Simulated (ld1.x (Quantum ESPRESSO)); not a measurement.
# Pseudopotential generation for Co: TM, PBE

Task: generate the file, and judge it by its errors in other configurations, its logarithmic derivatives, its ghosts and its cutoff.

Method: ld1.x (Quantum ESPRESSO) 7.5, PBE, scalar-relativistic.

### Step 1. The design

Typed settings, in words:

```
element                        : cobalt (Co, Z = 27)
type                           : norm-conserving Troullier–Martins (Kleinman–Bylander form)
frozen core                    : [Ne]
valence charge                 : 17
reference configuration        : 3s2 3p6 3d7 4s2 4p0
partial waves                  : 3s (bound): rc 1.10 bohr; 3d (bound): rc 1.55 bohr; 3p (bound): rc 1.25 bohr
occupied shells without a wave : 4s
local potential                : the p channel
core correction                : Bessel-smoothed model core inside 0.55 bohr
```

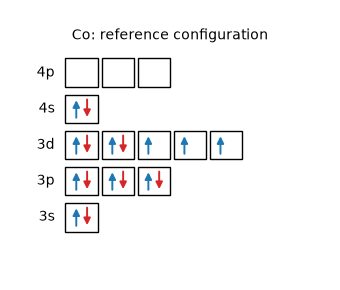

The outer shells as boxes. The arrows follow Hund's rule for the drawing; the calculation itself is spin-unpolarised.

An earlier all-electron run gives the scale for the radii.

All-electron outer shells of the reference configuration (PBE, scalar-relativistic, ld1.x):

```
shell  level (eV)  outermost node (bohr)  outermost maximum (bohr)
   2s     -899.00                   0.08                      0.21
   2p     -769.94                      –                      0.17
   3s     -102.40                   0.31                      0.66
   3p      -65.64                   0.28                      0.68
   3d       -8.20                      –                      0.66
   4s       -5.47                   0.96                      2.32
   4p       -1.28                   1.05                      3.25
```

### Step 2. Generation

Input file Co.in:

```
 &input
   title='Co', zed=27., rel=1, dft='PBE', iswitch=3,
   config='[Ar] 3d7 4s2 4p0',
   nld=3, rlderiv=1.70, eminld=-10.0, emaxld=5.0, deld=0.04
 /
 &inputp
   pseudotype=2, tm=.true., lloc=1,
   nlcc=.true., new_core_ps=.true., rcore=0.55,
   file_pseudopw='Co.UPF', file_wfcaegen='ae.wfc', file_wfcncgen='nc.wfc', file_beta='beta', file_chi='chi'
 /
3
3S  1  0   2.00   0.00  1.10  1.10  0.0
3D  3  2   7.00   0.00  1.55  1.55  0.0
3P  2  1   6.00   0.00  1.25  1.25  0.0
 &test
   configts(1)='3s2 3p6 3d7 4s2 4p0'
 /
```

Launch:

```console
$ ld1.x < Co.in > Co.out
```

What the program wrote to Co.out (without the banner and most projector matrices):

```text
     Program LD1 v.7.5
     --------------------------- All-electron run ----------------------------

     Co
     scalar relativistic calculation

     atomic number is 27.00
     dft =PBE   lsd =0 sic =0 latt =0  beta=0.20 tr2=1.0E-14
     Exchange-correlation= PBE
                           (   1   4   3   4   0   0   0)
     mesh =1193 r(mesh) =  99.89935 a.u. xmin = -7.00 dx = 0.01250
     1 Ry =  13.60569312 eV, c = 137.03599908

     n l     nl                  e(Ry)          e(Ha)          e(eV)
     1 0     1S 1( 2.00)      -558.0826      -279.0413     -7593.1006
     2 0     2S 1( 2.00)       -66.0755       -33.0378      -899.0036
     2 1     2P 1( 6.00)       -56.5897       -28.2948      -769.9416
     3 0     3S 1( 2.00)        -7.5266        -3.7633      -102.4044
     3 1     3P 1( 6.00)        -4.8242        -2.4121       -65.6364
     3 2     3D 1( 7.00)        -0.6030        -0.3015        -8.2040
     4 0     4S 1( 2.00)        -0.4020        -0.2010        -5.4697
     4 1     4P 1( 0.00)        -0.0938        -0.0469        -1.2766

     final scf error:  8.6E-15 reached in  32 iterations

     Etot =   -2786.294851 Ry,   -1393.147426 Ha,  -37909.472698 eV

     Ekin =    2822.267919 Ry,    1411.133959 Ha,   38398.911213 eV
     Encl =   -6674.713191 Ry,   -3337.356595 Ha,  -90814.099355 eV
     Eh   =    1184.776043 Ry,     592.388022 Ha,   16119.699266 eV
     Exc  =    -118.625623 Ry,     -59.312811 Ha,   -1613.983821 eV

     normalization and overlap integrals

     s(1S/1S) =  1.000000  <r> =   0.0562  <r2> =    0.0042  r(max) =   0.0366
     s(2S/2S) =  1.000000  <r> =   0.2555  <r2> =    0.0770  r(max) =   0.2131
     s(2P/2P) =  1.000000  <r> =   0.2250  <r2> =    0.0622  r(max) =   0.1723
     s(3S/3S) =  1.000000  <r> =   0.7736  <r2> =    0.6913  r(max) =   0.6648
     s(3P/3P) =  1.000000  <r> =   0.8160  <r2> =    0.7864  r(max) =   0.6816
     s(3D/3D) =  1.000000  <r> =   1.0711  <r2> =    1.5569  r(max) =   0.6648
     s(4S/4S) =  1.000000  <r> =   2.8937  <r2> =    9.7888  r(max) =   2.3202
     s(4P/4P) =  1.000000  <r> =   4.4224  <r2> =   23.7598  r(max) =   3.2517

     ------------------------ End of All-electron run ------------------------

     --------------------- Generating NC pseudopotential ---------------------

      Generating local pot.: lloc=1, matching radius rcloc =   1.2500

      Computing core charge for nlcc:

       r > 0.55 : true rho core
      Core charge pseudized with two Bessel functions
      Integrated core pseudo-charge :   4.62

      Wfc   3S  rcut= 1.110  Using Troullier-Martins method

      Wfc   3D  rcut= 1.536  Using Troullier-Martins method

     ------------------- End of pseudopotential generation -------------------

     [... the all-electron block is printed once more ...]


     Computing logarithmic derivative in   1.70819
     Computing logarithmic derivative in   1.70819
     Computing the partial wave expansion
     R is outside the sphere for l=    0 j= 0.00
       no projector for channel:   1
     R is outside the sphere for l=    2 j= 0.00

     ---------------------- Testing the pseudopotential ----------------------

     Co
     scalar relativistic calculation

     atomic number is 27.00   valence charge is 17.00
     dft =PBE   lsd =0 sic =0 latt =0  beta=0.20 tr2=1.0E-14
     mesh =1193 r(mesh) =  99.89935 xmin = -7.00 dx = 0.01250

     n l     nl             e AE (Ry)        e PS (Ry)    De AE-PS (Ry)
     1 0     3S   1( 2.00)       -7.52658       -7.52660        0.00001
     2 1     3P   1( 6.00)       -4.82419       -4.82420        0.00001
     3 2     3D   1( 7.00)       -0.60298       -0.60298        0.00000
     2 0     4S   1( 2.00)       -0.40202       -0.42203        0.02001  !
     3 1     4P   1( 0.00)       -0.09383       -0.09495        0.00112

     eps = 5.4E-15  iter = 17

     Etot =   -2786.294851 Ry,   -1393.147426 Ha,  -37909.472698 eV
     Etotps =  -296.823547 Ry,    -148.411774 Ha,   -4038.490093 eV

     Ekin =     144.081940 Ry,      72.040970 Ha,    1960.334662 eV
     Encl =    -635.141160 Ry,    -317.570580 Ha,   -8641.535719 eV
     Ehrt =     246.765651 Ry,     123.382826 Ha,    3357.417722 eV
     Ecxc =     -40.332543 Ry,     -20.166272 Ha,    -548.752204 eV
     (Ecc =      -9.037755 Ry,      -4.518877 Ha,    -122.964919 eV)
     Epseu=     -12.197435 Ry,      -6.098717 Ha,    -165.954553 eV

     ---------------------- End of pseudopotential test ----------------------
```

It took 1.6 s on 1 thread of Neoverse-V1, shared host. (Generation and the later configuration tests together.)

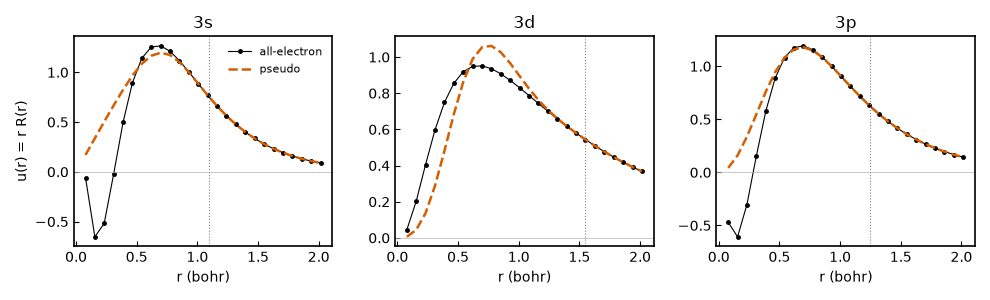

All-electron and pseudo partial waves (3s, 3d, 3p), with the matching radii dotted. The curves join 26 sampled radii, too few to resolve the innermost nodes.

### Step 3. Configuration tests

Input file Co.test.in:

```
 &input
   title='Co', zed=27., rel=1, dft='PBE', iswitch=2,
   config='[Ar] 3d7 4s2 4p0'
 /
 &test
   file_pseudo='Co.UPF', nconf=8,
   configts(1)='3s2 3p6 3d7 4s2 4p0',
   configts(2)='3s2 3p6 3d7 4s1 4p0',
   configts(3)='3s2 3p6 3d7 4s0 4p0',
   configts(4)='3s2 3p6 3d6 4s0 4p0',
   configts(5)='3s2 3p5 3d7 4s2 4p0',
   configts(6)='3s1 3p6 3d7 4s2 4p0',
   configts(7)='3s2 3p6 3d7 4s1.5 4p0',
   configts(8)='3s2 3p6 3d6 4s2 4p0'
 /
```

Launch:

```console
$ ld1.x < Co.test.in > Co.test.out
```

Co.test.out, the pseudopotential blocks:

```text
     ---------------------- Testing the pseudopotential ----------------------

     Co
     scalar relativistic calculation

     atomic number is 27.00   valence charge is 17.00
     dft =PBE   lsd =0 sic =0 latt =0  beta=0.20 tr2=1.0E-14
     mesh =1193 r(mesh) =  99.89935 xmin = -7.00 dx = 0.01250

     n l     nl             e AE (Ry)        e PS (Ry)    De AE-PS (Ry)
     1 0     3S   1( 2.00)       -7.52658       -7.52660        0.00001
     2 1     3P   1( 6.00)       -4.82419       -4.82420        0.00001
     3 2     3D   1( 7.00)       -0.60298       -0.60298        0.00000
     2 0     4S   1( 2.00)       -0.40202       -0.42203        0.02001  !
     3 1     4P   1( 0.00)       -0.09383       -0.09495        0.00112

     eps = 5.9E-15  iter = 17

     Etot =   -2786.294851 Ry,   -1393.147426 Ha,  -37909.472698 eV
     Etotps =  -296.823547 Ry,    -148.411773 Ha,   -4038.490089 eV

     Ekin =     144.081940 Ry,      72.040970 Ha,    1960.334667 eV
     Encl =    -635.141160 Ry,    -317.570580 Ha,   -8641.535719 eV
     Ehrt =     246.765651 Ry,     123.382825 Ha,    3357.417721 eV
     Ecxc =     -40.332543 Ry,     -20.166272 Ha,    -548.752204 eV
     (Ecc =      -9.037755 Ry,      -4.518877 Ha,    -122.964919 eV)
     Epseu=     -12.197435 Ry,      -6.098717 Ha,    -165.954554 eV

     ---------------------- End of pseudopotential test ----------------------

     ---------------------- Testing the pseudopotential ----------------------

     Co
     [...]
     n l     nl             e AE (Ry)        e PS (Ry)    De AE-PS (Ry)
     1 0     3S   1( 2.00)       -8.17488       -8.20342        0.02854  !
     2 1     3P   1( 6.00)       -5.47350       -5.50090        0.02740  !
     3 2     3D   1( 7.00)       -1.24646       -1.27333        0.02687  !
     2 0     4S   1( 1.00)       -0.93803       -0.99363        0.05559  !
     3 1     4P   1( 0.00)       -0.54886       -0.58075        0.03189  !

     eps = 1.6E-15  iter = 20

     Etot =   -2785.631149 Ry,   -1392.815574 Ha,  -37900.442564 eV
     Etotps =  -296.122752 Ry,    -148.061376 Ha,   -4028.955286 eV
     dEtot_ae =       0.663703 Ry
     dEtot_ps =       0.700795 Ry,   Delta E=      -0.037092 Ry

     [...]
     ---------------------- End of pseudopotential test ----------------------

     ---------------------- Testing the pseudopotential ----------------------

     Co
     [...]
     n l     nl             e AE (Ry)        e PS (Ry)    De AE-PS (Ry)
     1 0     3S   1( 2.00)       -8.92863       -8.98847        0.05984  !
     2 1     3P   1( 6.00)       -6.22769       -6.28472        0.05702  !
     3 2     3D   1( 7.00)       -1.98916       -2.04526        0.05610  !
     2 0     4S   1( 0.00)       -1.53869       -1.63582        0.09713  !
     3 1     4P   1( 0.00)       -1.07841       -1.15303        0.07462  !

     eps = 6.1E-15  iter = 14

     Etot =   -2784.397424 Ry,   -1392.198712 Ha,  -37883.656885 eV
     Etotps =  -294.812934 Ry,    -147.406467 Ha,   -4011.134303 eV
     dEtot_ae =       1.897427 Ry
     dEtot_ps =       2.010613 Ry,   Delta E=      -0.113186 Ry

     [...]
     ---------------------- End of pseudopotential test ----------------------

     ---------------------- Testing the pseudopotential ----------------------

     Co
     [...]
     n l     nl             e AE (Ry)        e PS (Ry)    De AE-PS (Ry)
     1 0     3S   1( 2.00)      -10.34477      -10.41131        0.06654  !
     2 1     3P   1( 6.00)       -7.62638       -7.69041        0.06402  !
     3 2     3D   1( 6.00)       -3.31966       -3.37439        0.05472  !
     2 0     4S   1( 0.00)       -2.38146       -2.50993        0.12847  !
     3 1     4P   1( 0.00)       -1.82341       -1.91828        0.09486  !

     eps = 5.3E-15  iter = 24

     Etot =   -2781.761040 Ry,   -1390.880520 Ha,  -37847.787048 eV
     Etotps =  -292.119797 Ry,    -146.059898 Ha,   -3974.492312 eV
     dEtot_ae =       4.533812 Ry
     dEtot_ps =       4.703750 Ry,   Delta E=      -0.169938 Ry

     [...]
     ---------------------- End of pseudopotential test ----------------------

     ---------------------- Testing the pseudopotential ----------------------

     Co
     [...]
     n l     nl             e AE (Ry)        e PS (Ry)    De AE-PS (Ry)
     1 0     3S   1( 2.00)       -8.74905       -8.77436        0.02531  !
     2 1     3P   1( 5.00)       -6.03170       -6.05003        0.01833  !
     3 2     3D   1( 7.00)       -1.73413       -1.73925        0.00512  !
     2 0     4S   1( 2.00)       -1.07563       -1.12197        0.04634  !
     3 1     4P   1( 0.00)       -0.63820       -0.65409        0.01589  !

     eps = 4.7E-15  iter = 14

     Etot =   -2780.891001 Ry,   -1390.445501 Ha,  -37835.949570 eV
     Etotps =  -291.408522 Ry,    -145.704261 Ha,   -3964.814926 eV
     dEtot_ae =       5.403850 Ry
     dEtot_ps =       5.415025 Ry,   Delta E=      -0.011174 Ry

     [...]
     ---------------------- End of pseudopotential test ----------------------

     ---------------------- Testing the pseudopotential ----------------------

     Co
     [...]
     n l     nl             e AE (Ry)        e PS (Ry)    De AE-PS (Ry)
     1 0     3S   1( 1.00)       -8.76660       -8.80349        0.03688  !
     2 1     3P   1( 6.00)       -6.04828       -6.07406        0.02578  !
     3 2     3D   1( 7.00)       -1.74990       -1.75376        0.00385
     2 0     4S   1( 2.00)       -1.07571       -1.12355        0.04783  !
     3 1     4P   1( 0.00)       -0.63798       -0.65408        0.01610  !

     eps = 5.1E-15  iter = 18

     Etot =   -2778.173056 Ry,   -1389.086528 Ha,  -37798.970037 eV
     Etotps =  -288.681655 Ry,    -144.340828 Ha,   -3927.714014 eV
     dEtot_ae =       8.121796 Ry
     dEtot_ps =       8.141891 Ry,   Delta E=      -0.020096 Ry

     [...]
     ---------------------- End of pseudopotential test ----------------------

     ---------------------- Testing the pseudopotential ----------------------

     Co
     [...]
     n l     nl             e AE (Ry)        e PS (Ry)    De AE-PS (Ry)
     1 0     3S   1( 2.00)       -7.83604       -7.84975        0.01371  !
     2 1     3P   1( 6.00)       -5.13418       -5.14740        0.01322  !
     3 2     3D   1( 7.00)       -0.91071       -0.92367        0.01295  !
     2 0     4S   1( 1.50)       -0.66067       -0.69729        0.03662  !
     3 1     4P   1( 0.00)       -0.30907       -0.32401        0.01495  !

     eps = 9.1E-15  iter = 17

     Etot =   -2786.030079 Ry,   -1393.015039 Ha,  -37905.870282 eV
     Etotps =  -296.544688 Ry,    -148.272344 Ha,   -4034.696029 eV
     dEtot_ae =       0.264773 Ry
     dEtot_ps =       0.278858 Ry,   Delta E=      -0.014086 Ry

     [...]
     ---------------------- End of pseudopotential test ----------------------

     ---------------------- Testing the pseudopotential ----------------------

     Co
     [...]
     n l     nl             e AE (Ry)        e PS (Ry)    De AE-PS (Ry)
     1 0     3S   1( 2.00)       -8.67294       -8.67371        0.00077
     2 1     3P   1( 6.00)       -5.95660       -5.95889        0.00230
     3 2     3D   1( 6.00)       -1.67487       -1.67198       -0.00290
     2 0     4S   1( 2.00)       -1.06776       -1.11262        0.04486  !
     3 1     4P   1( 0.00)       -0.63474       -0.65098        0.01624  !

     eps = 8.7E-15  iter = 18

     Etot =   -2785.179005 Ry,   -1392.589502 Ha,  -37894.290832 eV
     Etotps =  -295.707462 Ry,    -147.853731 Ha,   -4023.304984 eV
     dEtot_ae =       1.115847 Ry
     dEtot_ps =       1.116085 Ry,   Delta E=      -0.000238 Ry

     [...]
     ---------------------- End of pseudopotential test ----------------------
```

Excitation and ionisation energies from 3s2 3p6 3d7 4s2 4p0, with the error of the potential.

```tsv
valence configuration	charge	ΔE all-electron (eV)	error AE − PS (meV)
3s2 3p6 3d7 4s1 4p0	+1	9.030	-505
3s2 3p6 3d7 4s0 4p0	+2	25.816	-1540
3s2 3p6 3d6 4s0 4p0	+3	61.686	-2312
3s2 3p5 3d7 4s2 4p0	+1	73.523	-152
3s1 3p6 3d7 4s2 4p0	+1	110.503	-273
3s2 3p6 3d7 4s1.5 4p0	+0.5	3.602	-192
3s2 3p6 3d6 4s2 4p0	+1	15.182	-3.2
```

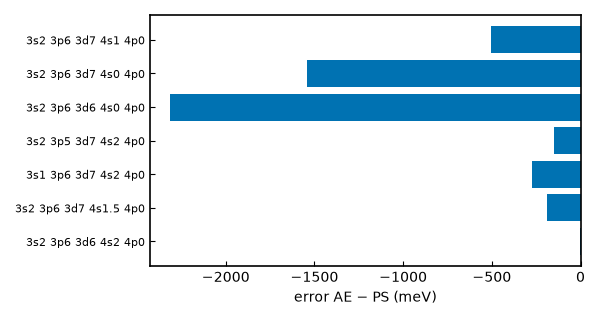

Error of the potential in each test configuration.

### Step 4. Does it scatter like the atom?

Taken from the files of the generation run. The phase is arctan(r·u′/u) with u = r·R, unwrapped, with energies in Ry. A pole is an energy at which the radial function vanishes at the test radius. The pseudo phase is shifted by a multiple of π to meet the all-electron one at the reference energy. Levels narrower than the energy grid can be missing from the poles. The last column is the largest difference on the grid between −1 and +1 Ry.

| channel | radius (bohr) | reference (Ry) | poles AE | poles PS | window around the reference with phases within 0.05 rad (Ry) | largest difference near zero (rad) |
| --- | --- | --- | --- | --- | --- | --- |
| s | 1.71 | -7.53 | -7.33 | -7.33 | below -0.4 | 0.198 |
| p | 1.71 | -4.82 | -4.52 | -4.52 | below 2.1 | 0.012 |
| d | 1.71 | -0.60 | 0.10 | 0.10 | below 3.1 | 0.006 |

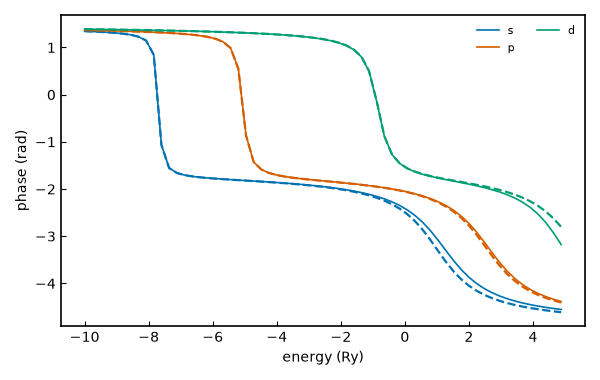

Phases by channel: all-electron solid, pseudo dashed.

### Step 5. Cutoff and ghost test in a Bessel basis

A separate test, outside the generator: the pseudo-atom's Hamiltonian at the reference potential is diagonalised in spherical Bessel functions j_l(qr) that vanish at 20 bohr, with q² up to the cutoff.

All-electron valence levels (Ry): 3s -7.5266, 4s -0.4020, 3d -0.6030, 3p -4.8242, 4p -0.0938. The lowest levels of each channel (Ry) by cutoff; the last column sums, over occupied levels, occupation times the distance from the level at 400 Ry. A positive value at high cutoff is not a bound level.

| cutoff (Ry) | s #1 | s #2 | d #1 | p #1 | p #2 | f #1 | Σ f·Δε (mRy) |
| --- | --- | --- | --- | --- | --- | --- | --- |
| 8 | -6.5559 | -0.3059 | 0.0597 | -1.5196 | -0.0106 | 0.1121 | 26639.7 |
| 15 | -7.3052 | -0.3927 | 0.0592 | -2.9543 | -0.0424 | 0.1121 | 16355.9 |
| 25 | -7.3848 | -0.4186 | 0.0581 | -4.0668 | -0.0696 | 0.1121 | 9462.1 |
| 35 | -7.4144 | -0.4194 | 0.0537 | -4.5689 | -0.0847 | 0.1121 | 6357.6 |
| 50 | -7.4922 | -0.4208 | -0.2029 | -4.7793 | -0.0926 | 0.1121 | 3140.9 |
| 70 | -7.5197 | -0.4215 | -0.5203 | -4.8217 | -0.0947 | 0.1121 | 608.7 |
| 100 | -7.5215 | -0.4216 | -0.6002 | -4.8236 | -0.0949 | 0.1121 | 33.7 |
| 120 | -7.5241 | -0.4219 | -0.6026 | -4.8239 | -0.0949 | 0.1121 | 9.4 |
| 180 | -7.5264 | -0.4220 | -0.6028 | -4.8242 | -0.0949 | 0.1121 | 1.2 |
| 200 | -7.5265 | -0.4220 | -0.6029 | -4.8242 | -0.0949 | 0.1121 | 0.6 |
| 260 | -7.5266 | -0.4220 | -0.6030 | -4.8242 | -0.0949 | 0.1121 | 0.0 |
| 400 | -7.5266 | -0.4220 | -0.6030 | -4.8242 | -0.0949 | 0.1121 | 0.0 |

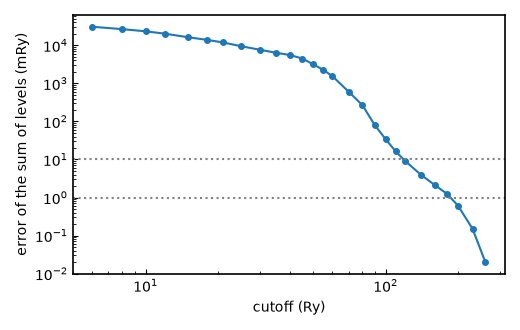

Occupation-weighted error of the valence levels against the cutoff; the dotted lines mark 10 and 1 mRy.

The sum stays within 10 mRy from 120 Ry and within 1 mRy from 200 Ry. The sum leaves out empty levels, which can need more. Ghost test: no level below the all-electron spectrum of its channel (s, d, p, f tested).

### Step 6. Outcome

```
                                                quantity                               value
               cutoffs for 10 and 1 mRy, occupied levels                   120 Ry and 200 Ry
                                            bound ghosts                          none found
                       largest miss of a reference level                        272 meV (4s)
                            largest test error (AE − PS)  -2312 meV, for 3s2 3p6 3d6 4s0 4p0
largest phase difference near zero energy, channels read                           0.198 rad
```

In words: Already in the reference configuration the 4s level is off by 272 meV; it has no partial wave or projector of its own. The worst unpolarised test, 3s2 3p6 3d6 4s0 4p0, is off by 2312 meV on 61.7 eV; by total energies transferability rates as poor. That test lies far up in energy; among those under 40 eV, nearer to bonding, the largest error is 1540 meV. The potential is hard: the looser tolerance needs 120 Ry. The slowest occupied level is 3s: taken alone it needs 140 Ry to come within 1 mRy, against 110 Ry for 3d. No bound ghost shows below the valence levels. Near zero energy the largest phase difference among the channels read is 0.20 rad, in the s channel. These are tests on the free atom; a crystal test is still owed.
